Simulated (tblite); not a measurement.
C₄H₉Si (charge −1): geometry relaxation (part 2 of 2)

C₄H₉Si, charge −1, SMILES C[SiH-]C1CC1; GFN2-xTB geometry optimisation, dihedral held, gas phase (tblite 0.8.0). It belongs to a series of runs on one base structure; here: dihedral 0-1-2-4 = 0 deg.

Geometry of the input (Å):
```
C  2.3247  0.6484  -0.2853
Si 1.0743  -0.7137  -0.2812
C  -0.6572  -0.1112  -0.5729
C  -1.0249  0.4144  -1.9536
C  -0.8951  1.3627  -0.7854
H  2.2945  1.1907  -1.2387
H  2.1153  1.3773  0.5084
H  3.3367  0.2730  -0.1328
H  1.1510  -1.4614  1.0157
H  -1.4311  -0.6601  -0.0311
H  -2.0243  0.1989  -2.3220
H  -0.2754  0.4522  -2.7237
H  -0.0600  2.0538  -0.7955
H  -1.7998  1.8012  -0.3978
```

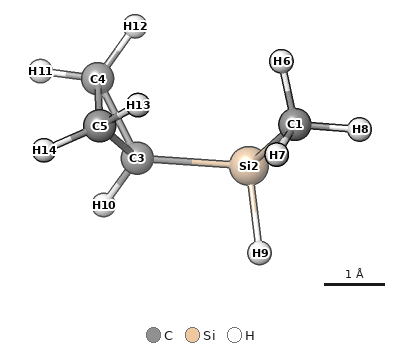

The geometry at step 36 of the log (ball-and-stick view, seen at a tilt; atoms are numbered from 1 in the order of the input).

**Trajectory as extended XYZ, continued**
```
14
Properties=species:S:1:pos:R:3:forces:R:3 step=25 energy=-407.07459
C     2.2991    0.6259   -0.3181   -0.0040   0.0100   0.0000
Si    1.1219   -0.8802   -0.3506   -0.0080  -0.0190   0.0060
C    -0.6084   -0.1328   -0.6073    0.0000  -0.0100  -0.0050
C    -1.0126    0.4282   -1.9325    0.0200   0.0220   0.0040
C    -0.8901    1.3330   -0.7439   -0.0030   0.0090   0.0200
H     2.2988    1.1558   -1.2722   -0.0020  -0.0110  -0.0400
H     2.0786    1.3625    0.4620   -0.0220   0.0340   0.0250
H     3.3214    0.2827   -0.1492    0.0080  -0.0220  -0.0020
H     1.0325   -1.1758    1.1115    0.0100  -0.0050  -0.0020
H    -1.3959   -0.7036   -0.1124   -0.0050  -0.0130  -0.0020
H    -2.0063    0.2368   -2.3334    0.0240   0.0120   0.0180
H    -0.2561    0.5092   -2.7036    0.0040  -0.0150  -0.0110
H    -0.0555    2.0220   -0.7183    0.0060   0.0090  -0.0080
H    -1.7989    1.7624   -0.3278   -0.0270  -0.0010  -0.0010
14
Properties=species:S:1:pos:R:3:forces:R:3 step=26 energy=-407.07484
C     2.2983    0.6270   -0.3199   -0.0100  -0.0030  -0.0050
Si    1.1204   -0.8796   -0.3507    0.0030  -0.0180   0.0170
C    -0.6105   -0.1335   -0.6054    0.0080  -0.0200  -0.0220
C    -1.0110    0.4291   -1.9314    0.0180   0.0070  -0.0020
C    -0.8902    1.3321   -0.7417   -0.0060   0.0180   0.0140
H     2.3013    1.1549   -1.2751   -0.0100  -0.0110  -0.0390
H     2.0768    1.3653    0.4584   -0.0160   0.0320   0.0240
H     3.3198    0.2822   -0.1493    0.0080  -0.0190   0.0060
H     1.0333   -1.1750    1.1124    0.0110  -0.0020  -0.0110
H    -1.3985   -0.7060   -0.1134   -0.0050  -0.0050   0.0000
H    -2.0033    0.2393   -2.3355    0.0110   0.0090   0.0210
H    -0.2532    0.5080   -2.7017    0.0090  -0.0070  -0.0030
H    -0.0554    2.0200   -0.7150    0.0180   0.0170  -0.0010
H    -1.7990    1.7625   -0.3275   -0.0400   0.0030   0.0030
14
Properties=species:S:1:pos:R:3:forces:R:3 step=28 energy=-407.07520
C     2.2965    0.6289   -0.3222   -0.0080  -0.0110  -0.0120
Si    1.1185   -0.8798   -0.3510    0.0140   0.0050   0.0250
C    -0.6134   -0.1349   -0.6028    0.0130  -0.0070  -0.0350
C    -1.0079    0.4305   -1.9296    0.0070  -0.0110  -0.0040
C    -0.8909    1.3316   -0.7383   -0.0020   0.0130   0.0080
H     2.3046    1.1529   -1.2808   -0.0200  -0.0210  -0.0060
H     2.0739    1.3710    0.4539   -0.0010   0.0030  -0.0090
H     3.3173    0.2807   -0.1490   -0.0120   0.0000   0.0150
H     1.0357   -1.1753    1.1126    0.0100   0.0000  -0.0120
H    -1.4028   -0.7092   -0.1146    0.0020   0.0050  -0.0010
H    -1.9987    0.2432   -2.3376   -0.0090   0.0030   0.0190
H    -0.2484    0.5055   -2.6986    0.0150   0.0070   0.0080
H    -0.0545    2.0179   -0.7102    0.0100   0.0170   0.0120
H    -1.8013    1.7633   -0.3275   -0.0210  -0.0030  -0.0060
14
Properties=species:S:1:pos:R:3:forces:R:3 step=29 energy=-407.07531
C     2.2959    0.6292   -0.3226   -0.0030  -0.0070  -0.0130
Si    1.1185   -0.8801   -0.3511    0.0080   0.0110   0.0230
C    -0.6138   -0.1353   -0.6024    0.0110   0.0050  -0.0330
C    -1.0070    0.4306   -1.9292    0.0030  -0.0080  -0.0020
C    -0.8911    1.3319   -0.7378    0.0010   0.0050   0.0110
H     2.3048    1.1518   -1.2823   -0.0200  -0.0230   0.0060
H     2.0732    1.3727    0.4529    0.0020  -0.0080  -0.0210
H     3.3165    0.2803   -0.1485   -0.0160   0.0060   0.0140
H     1.0366   -1.1757    1.1121    0.0090  -0.0010  -0.0080
H    -1.4038   -0.7097   -0.1148    0.0070   0.0080  -0.0020
H    -1.9977    0.2442   -2.3374   -0.0090   0.0010   0.0140
H    -0.2469    0.5049   -2.6977    0.0140   0.0090   0.0080
H    -0.0541    2.0179   -0.7090   -0.0040   0.0110   0.0150
H    -1.8026    1.7635   -0.3277   -0.0020  -0.0090  -0.0120
14
Properties=species:S:1:pos:R:3:forces:R:3 step=31 energy=-407.07556
C     2.2940    0.6294   -0.3240    0.0050   0.0000  -0.0140
Si    1.1190   -0.8801   -0.3514   -0.0170   0.0030   0.0240
C    -0.6142   -0.1359   -0.6016    0.0060   0.0220  -0.0260
C    -1.0045    0.4307   -1.9285   -0.0040   0.0100   0.0040
C    -0.8912    1.3326   -0.7369    0.0050  -0.0120   0.0230
H     2.3039    1.1478   -1.2859   -0.0110  -0.0180   0.0100
H     2.0714    1.3759    0.4488   -0.0030  -0.0110  -0.0240
H     3.3136    0.2796   -0.1465   -0.0060   0.0120   0.0080
H     1.0391   -1.1757    1.1112    0.0070  -0.0050   0.0010
H    -1.4054   -0.7107   -0.1159    0.0160   0.0120  -0.0030
H    -1.9960    0.2467   -2.3363    0.0010  -0.0040   0.0000
H    -0.2424    0.5044   -2.6952    0.0020   0.0090   0.0060
H    -0.0534    2.0186   -0.7047   -0.0280  -0.0040   0.0120
H    -1.8052    1.7630   -0.3290    0.0280  -0.0150  -0.0220
14
Properties=species:S:1:pos:R:3:forces:R:3 step=32 energy=-407.07571
C     2.2928    0.6293   -0.3251    0.0060  -0.0020  -0.0150
Si    1.1188   -0.8799   -0.3515   -0.0270  -0.0080   0.0290
C    -0.6144   -0.1360   -0.6008    0.0070   0.0180  -0.0290
C    -1.0028    0.4310   -1.9280   -0.0050   0.0150   0.0040
C    -0.8910    1.3326   -0.7360    0.0040  -0.0130   0.0300
H     2.3032    1.1445   -1.2884   -0.0040  -0.0110   0.0020
H     2.0697    1.3778    0.4450   -0.0090  -0.0030  -0.0150
H     3.3114    0.2794   -0.1450    0.0060   0.0120   0.0040
H     1.0407   -1.1752    1.1110    0.0060  -0.0070   0.0040
H    -1.4061   -0.7115   -0.1169    0.0170   0.0140   0.0010
H    -1.9947    0.2486   -2.3356    0.0080  -0.0070  -0.0090
H    -0.2391    0.5046   -2.6932   -0.0070   0.0080   0.0030
H    -0.0536    2.0189   -0.7011   -0.0290  -0.0050   0.0090
H    -1.8063    1.7622   -0.3300    0.0280  -0.0120  -0.0180
14
Properties=species:S:1:pos:R:3:forces:R:3 step=33 energy=-407.07583
C     2.2917    0.6291   -0.3263    0.0040  -0.0070  -0.0180
Si    1.1182   -0.8798   -0.3517   -0.0260  -0.0160   0.0360
C    -0.6146   -0.1358   -0.5999    0.0080   0.0060  -0.0370
C    -1.0013    0.4316   -1.9275   -0.0020   0.0130   0.0030
C    -0.8908    1.3323   -0.7351    0.0000  -0.0060   0.0330
H     2.3026    1.1414   -1.2907    0.0020  -0.0040  -0.0060
H     2.0679    1.3794    0.4412   -0.0140   0.0040  -0.0040
H     3.3096    0.2795   -0.1436    0.0160   0.0100   0.0010
H     1.0421   -1.1745    1.1110    0.0040  -0.0090   0.0050
H    -1.4066   -0.7122   -0.1177    0.0130   0.0120   0.0060
H    -1.9932    0.2502   -2.3354    0.0120  -0.0080  -0.0140
H    -0.2363    0.5049   -2.6914   -0.0110   0.0080  -0.0010
H    -0.0542    2.0190   -0.6975   -0.0180   0.0000   0.0060
H    -1.8067    1.7612   -0.3312    0.0140  -0.0040  -0.0090
14
Properties=species:S:1:pos:R:3:forces:R:3 step=35 energy=-407.07597
C     2.2905    0.6286   -0.3276    0.0000  -0.0120  -0.0220
Si    1.1167   -0.8807   -0.3518    0.0000  -0.0110   0.0430
C    -0.6148   -0.1353   -0.5986    0.0090  -0.0110  -0.0520
C    -0.9997    0.4327   -1.9268    0.0020  -0.0010  -0.0010
C    -0.8904    1.3317   -0.7337   -0.0070   0.0110   0.0320
H     2.3022    1.1379   -1.2936    0.0060  -0.0030  -0.0080
H     2.0652    1.3815    0.4368   -0.0160   0.0030   0.0000
H     3.3085    0.2802   -0.1421    0.0120   0.0090  -0.0020
H     1.0439   -1.1744    1.1111    0.0000  -0.0110   0.0060
H    -1.4066   -0.7122   -0.1182   -0.0010   0.0040   0.0140
H    -1.9909    0.2515   -2.3361    0.0080  -0.0070  -0.0150
H    -0.2336    0.5057   -2.6893   -0.0060   0.0090  -0.0060
H    -0.0555    2.0190   -0.6932    0.0070   0.0120   0.0010
H    -1.8067    1.7600   -0.3327   -0.0150   0.0070   0.0090
14
Properties=species:S:1:pos:R:3:forces:R:3 step=36 energy=-407.07605
C     2.2901    0.6281   -0.3281    0.0010  -0.0090  -0.0250
Si    1.1160   -0.8816   -0.3517    0.0140  -0.0020   0.0440
C    -0.6147   -0.1351   -0.5980    0.0070  -0.0120  -0.0570
C    -0.9991    0.4332   -1.9264    0.0040  -0.0070  -0.0010
C    -0.8903    1.3317   -0.7331   -0.0090   0.0160   0.0310
H     2.3022    1.1363   -1.2948    0.0060  -0.0060  -0.0030
H     2.0637    1.3824    0.4351   -0.0130  -0.0050  -0.0050
H     3.3085    0.2809   -0.1415    0.0040   0.0090  -0.0020
H     1.0448   -1.1751    1.1112   -0.0030  -0.0110   0.0080
H    -1.4065   -0.7117   -0.1178   -0.0070   0.0000   0.0150
H    -1.9898    0.2517   -2.3369    0.0050  -0.0050  -0.0110
H    -0.2329    0.5062   -2.6887    0.0000   0.0090  -0.0070
H    -0.0561    2.0194   -0.6916    0.0130   0.0150  -0.0020
H    -1.8071    1.7598   -0.3334   -0.0210   0.0090   0.0150
14
Properties=species:S:1:pos:R:3:forces:R:3 step=38 energy=-407.07624
C     2.2888    0.6265   -0.3293    0.0070   0.0050  -0.0310
Si    1.1153   -0.8845   -0.3514    0.0260   0.0150   0.0460
C    -0.6144   -0.1344   -0.5966    0.0050  -0.0020  -0.0610
C    -0.9971    0.4342   -1.9256    0.0030  -0.0090   0.0010
C    -0.8905    1.3327   -0.7319   -0.0120   0.0130   0.0330
H     2.3020    1.1310   -1.2985    0.0040  -0.0100   0.0060
H     2.0585    1.3846    0.4298   -0.0070  -0.0210  -0.0130
H     3.3085    0.2834   -0.1397   -0.0130   0.0070   0.0000
H     1.0475   -1.1786    1.1117   -0.0070  -0.0090   0.0070
H    -1.4064   -0.7101   -0.1156   -0.0100  -0.0030   0.0060
H    -1.9863    0.2517   -2.3393   -0.0020  -0.0010   0.0000
H    -0.2309    0.5084   -2.6875    0.0120   0.0060  -0.0030
H    -0.0572    2.0218   -0.6873    0.0050   0.0050  -0.0100
H    -1.8092    1.7596   -0.3346   -0.0110   0.0050   0.0170
14
Properties=species:S:1:pos:R:3:forces:R:3 step=39 energy=-407.07632
C     2.2882    0.6258   -0.3301    0.0080   0.0070  -0.0320
Si    1.1157   -0.8854   -0.3512    0.0140   0.0140   0.0490
C    -0.6142   -0.1342   -0.5959    0.0070   0.0030  -0.0600
C    -0.9960    0.4345   -1.9252    0.0010  -0.0040   0.0020
C    -0.8908    1.3334   -0.7315   -0.0110   0.0050   0.0360
H     2.3020    1.1283   -1.3001    0.0030  -0.0070   0.0020
H     2.0558    1.3851    0.4270   -0.0050  -0.0180  -0.0090
H     3.3082    0.2847   -0.1388   -0.0120   0.0040   0.0030
H     1.0486   -1.1804    1.1122   -0.0080  -0.0060   0.0030
H    -1.4067   -0.7096   -0.1145   -0.0050   0.0000  -0.0020
H    -1.9847    0.2517   -2.3404   -0.0020   0.0000   0.0040
H    -0.2296    0.5096   -2.6870    0.0130   0.0030   0.0040
H    -0.0575    2.0232   -0.6855   -0.0060  -0.0030  -0.0130
H    -1.8105    1.7595   -0.3347    0.0010   0.0010   0.0130
14
Properties=species:S:1:pos:R:3:forces:R:3 step=40 energy=-407.07636
C     2.2880    0.6256   -0.3307    0.0070   0.0040  -0.0310
Si    1.1162   -0.8856   -0.3511   -0.0010   0.0080   0.0520
C    -0.6142   -0.1340   -0.5954    0.0100   0.0030  -0.0600
C    -0.9954    0.4346   -1.9250    0.0000   0.0010   0.0020
C    -0.8910    1.3338   -0.7312   -0.0100   0.0000   0.0390
H     2.3021    1.1267   -1.3012    0.0030  -0.0020  -0.0040
H     2.0541    1.3851    0.4252   -0.0050  -0.0100  -0.0030
H     3.3078    0.2855   -0.1382   -0.0050   0.0010   0.0050
H     1.0490   -1.1813    1.1125   -0.0060  -0.0040  -0.0020
H    -1.4069   -0.7095   -0.1141    0.0010   0.0040  -0.0070
H    -1.9838    0.2518   -2.3409    0.0000   0.0000   0.0060
H    -0.2285    0.5104   -2.6866    0.0100   0.0010   0.0090
H    -0.0578    2.0238   -0.6846   -0.0110  -0.0060  -0.0140
H    -1.8112    1.7594   -0.3344    0.0070  -0.0010   0.0090
14
Properties=species:S:1:pos:R:3:forces:R:3 step=42 energy=-407.07642
C     2.2878    0.6255   -0.3319    0.0020  -0.0060  -0.0290
Si    1.1169   -0.8855   -0.3509   -0.0190  -0.0020   0.0540
C    -0.6140   -0.1336   -0.5946    0.0120  -0.0050  -0.0660
C    -0.9945    0.4348   -1.9246   -0.0010   0.0030   0.0010
C    -0.8915    1.3339   -0.7308   -0.0050   0.0000   0.0440
H     2.3027    1.1248   -1.3029    0.0040   0.0050  -0.0100
H     2.0519    1.3847    0.4229   -0.0050   0.0070   0.0050
H     3.3071    0.2863   -0.1374    0.0070  -0.0020   0.0060
H     1.0489   -1.1819    1.1130   -0.0030   0.0000  -0.0070
H    -1.4073   -0.7094   -0.1142    0.0060   0.0050  -0.0070
H    -1.9826    0.2522   -2.3413    0.0020  -0.0020   0.0040
H    -0.2266    0.5112   -2.6855    0.0020   0.0000   0.0120
H    -0.0586    2.0240   -0.6842   -0.0070  -0.0010  -0.0120
H    -1.8116    1.7593   -0.3333    0.0050  -0.0010   0.0050
14
Properties=species:S:1:pos:R:3:forces:R:3 step=43 energy=-407.07646
C     2.2877    0.6255   -0.3326    0.0000  -0.0090  -0.0280
Si    1.1170   -0.8857   -0.3509   -0.0210  -0.0020   0.0540
C    -0.6138   -0.1333   -0.5941    0.0110  -0.0090  -0.0710
C    -0.9940    0.4350   -1.9243   -0.0010   0.0010   0.0010
C    -0.8919    1.3339   -0.7306   -0.0020   0.0030   0.0460
H     2.3031    1.1238   -1.3041    0.0040   0.0050  -0.0070
H     2.0504    1.3846    0.4216   -0.0040   0.0110   0.0040
H     3.3069    0.2868   -0.1367    0.0080  -0.0020   0.0050
H     1.0487   -1.1824    1.1130   -0.0020   0.0010  -0.0070
H    -1.4073   -0.7091   -0.1144    0.0050   0.0020  -0.0040
H    -1.9819    0.2523   -2.3414    0.0020  -0.0040   0.0020
H    -0.2254    0.5117   -2.6844    0.0000   0.0000   0.0110
H    -0.0593    2.0241   -0.6843    0.0000   0.0050  -0.0090
H    -1.8117    1.7592   -0.3326    0.0010  -0.0010   0.0030
14
Properties=species:S:1:pos:R:3:forces:R:3 step=45 energy=-407.07650
C     2.2875    0.6251   -0.3332    0.0010  -0.0050  -0.0270
Si    1.1167   -0.8866   -0.3509   -0.0100   0.0040   0.0510
C    -0.6132   -0.1328   -0.5936    0.0050  -0.0090  -0.0740
C    -0.9936    0.4352   -1.9239   -0.0010  -0.0010   0.0020
C    -0.8923    1.3341   -0.7302    0.0000   0.0060   0.0470
H     2.3037    1.1225   -1.3057    0.0030   0.0000   0.0060
H     2.0483    1.3849    0.4202    0.0000   0.0050  -0.0050
H     3.3071    0.2876   -0.1355   -0.0010  -0.0010   0.0020
H     1.0486   -1.1837    1.1126   -0.0010   0.0010  -0.0040
H    -1.4070   -0.7082   -0.1144   -0.0010  -0.0050   0.0030
H    -1.9810    0.2518   -2.3415    0.0000  -0.0060   0.0000
H    -0.2240    0.5125   -2.6827   -0.0010   0.0010   0.0030
H    -0.0603    2.0248   -0.6853    0.0070   0.0100  -0.0050
H    -1.8119    1.7591   -0.3315   -0.0010  -0.0030   0.0020
14
Properties=species:S:1:pos:R:3:forces:R:3 step=46 energy=-407.07651
C     2.2874    0.6248   -0.3333    0.0030  -0.0010  -0.0270
Si    1.1165   -0.8869   -0.3511   -0.0030   0.0060   0.0500
C    -0.6130   -0.1327   -0.5936    0.0040  -0.0060  -0.0710
C    -0.9936    0.4352   -1.9237   -0.0020   0.0000   0.0020
C    -0.8923    1.3343   -0.7300   -0.0010   0.0060   0.0450
H     2.3039    1.1223   -1.3058    0.0030  -0.0020   0.0080
H     2.0479    1.3851    0.4199    0.0010   0.0010  -0.0070
H     3.3072    0.2878   -0.1351   -0.0050  -0.0010   0.0020
H     1.0485   -1.1842    1.1123   -0.0010   0.0010  -0.0030
H    -1.4068   -0.7080   -0.1144   -0.0020  -0.0060   0.0040
H    -1.9808    0.2514   -2.3415   -0.0010  -0.0050  -0.0010
H    -0.2238    0.5127   -2.6822    0.0000   0.0010   0.0000
H    -0.0604    2.0253   -0.6859    0.0050   0.0080  -0.0030
H    -1.8119    1.7590   -0.3313    0.0010  -0.0030   0.0020
```

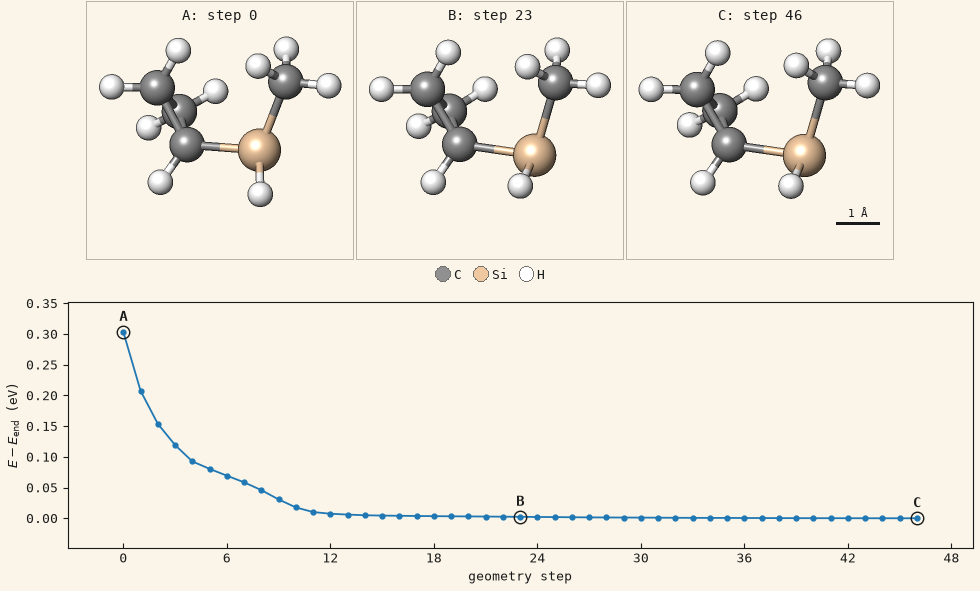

Frames of the relaxation (ball-and-stick view, seen at a tilt) above the curves, on which the letters mark them (steps are counted from 0).

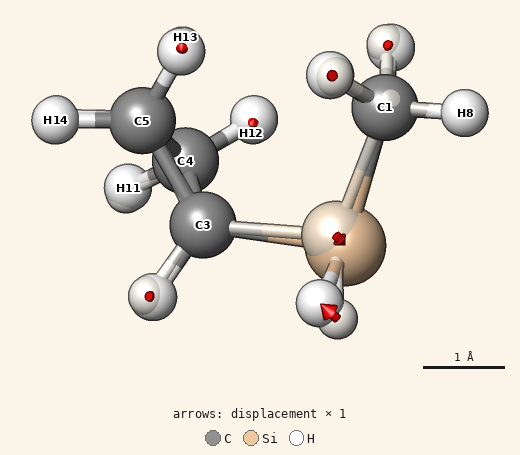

Start (faint) and end (solid) with the displacements as red arrows, at true length (ball-and-stick view, seen at a tilt). The two geometries are laid on each other by the best rigid fit. H9 moves most after the best rigid fit: 0.31 Å. Largest moves by element: H 0.31 Å, Si 0.19 Å, C 0.07 Å. Among the contacts that change: C1–Si2 1.849 → 1.912 Å, Si2–C3 1.856 → 1.902 Å, C3–C4 1.522 → 1.496 Å, C5–H14 1.077 → 1.089 Å. Among the angles that change: C3–Si2–H9 110.2° → 99.3°, C1–Si2–H9 109.6° → 100.1°, C1–Si2–C3 113.0° → 104.2°. The energy falls by 0.303 eV in 46 geometry steps. The largest force component goes from 2.3 to 0.071 eV/Å. (Atoms are counted from 1 in the order of the input.)

**Key numbers**

| quantity | value |
| --- | --- |
| outcome | converged |
| total energy | −407.0765 eV |
| hardware | 1 CPU thread, shared host |
| wall time | 0.59 s |
| peak memory | 0.18 GiB |
